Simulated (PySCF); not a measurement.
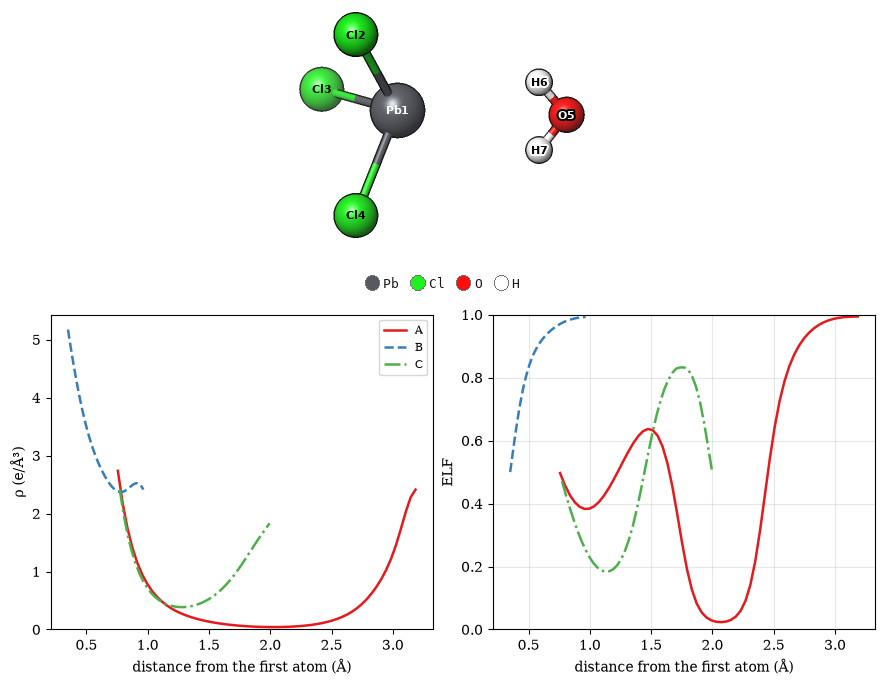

Figure 1: Cl$_{3}$Pb···H$_{2}$O (charge −1). Electron density and ELF along straight lines between neighbouring atoms. The curves leave out the atomic cores. The structure is drawn too.

Core potentials replace the inner electrons of Pb.

Level of theory: PySCF 2.14.0, RKS PBE0, Pb def2-SVP with ECP60, Cl def2-SVP, O def2-SVP, H def2-SVP; non-relativistic Hamiltonian with scalar-relativistic core potentials where named; density fitting.

```xyz
7

Pb   -0.3046   -0.0857    0.0857
Cl    1.3276    1.3650    1.4670
Cl   -0.9956   -1.8385    1.8385
Cl    1.3276   -1.4670   -1.3650
O    -2.0647    2.1874   -2.1874
H    -1.6209    2.4251   -1.3650
H    -1.6209    1.3650   -2.4251
```

Q: Which curve belongs to which contact (O–H, Pb–Cl and Pb–H)? The first atom named is at distance zero.

A: Curve A: Pb1···H7 (3.18 Å): the density falls to about 0.04 e/Å³ on the way; the ELF dips to about 0 between them. Curve B: O–H (0.96 Å): the density is about 3.6 e/Å³ at the midpoint; the ELF climbs to about 1 towards the hydrogen, as it does in any bond to H (a covalent bond by its length). Curve C: Pb–Cl (2.57 Å): ρ at the midpoint is about 0.39 e/Å³; the ELF peaks at about 0.85 in the valence shell of Cl, 0.8 Å from its nucleus, and drops to about 0.20 between the two atoms.
